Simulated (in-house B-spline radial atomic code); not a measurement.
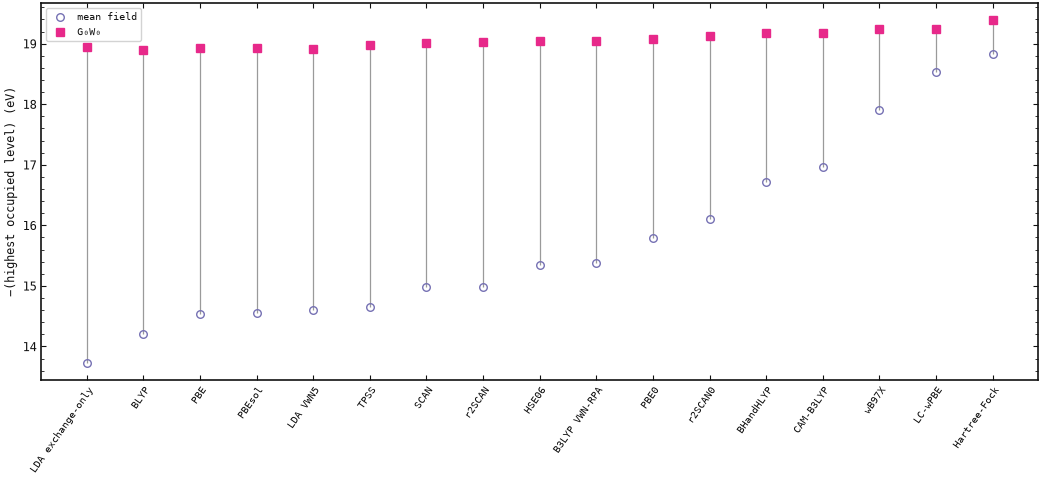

Binding energy of the highest level (5p↑) of Te⁺ ([Kr] 4d¹⁰ 5s² 5p³) on 17 mean-field starts and after G₀W₀. All-electron spherical atom, scalar X2C, no spin-orbit coupling, Breit or QED terms; computed with a B-spline radial code.

### Describe the starting-point dependence.

The mean-field values spread from 13.72 eV (LDA exchange-only) to 18.83 eV (Hartree-Fock); after G₀W₀ they lie between 18.89 eV (BLYP) and 19.38 eV (Hartree-Fock), so the spread shrinks from 5.11 to 0.49 eV.

```csv
Start,Mean field (eV),G₀W₀ (eV),RPA correlation (hartree)
LDA exchange-only,13.72,18.94,−4.003
BLYP,14.20,18.89,−4.001
PBE,14.53,18.92,−3.999
PBEsol,14.55,18.92,−4.002
LDA VWN5,14.60,18.92,−4.005
TPSS,14.65,18.97,−3.982
SCAN,14.98,19.00,−3.939
r2SCAN,14.98,19.03,−3.941
HSE06,15.35,19.05,−3.918
B3LYP VWN-RPA,15.37,19.04,−3.928
PBE0,15.80,19.08,−3.908
r2SCAN0,16.11,19.12,−3.870
BHandHLYP,16.71,19.17,−3.826
CAM-B3LYP,16.96,19.18,−3.885
wB97X,17.91,19.24,−3.863
LC-wPBE,18.54,19.24,−3.880
Hartree-Fock,18.83,19.38,−3.674
```
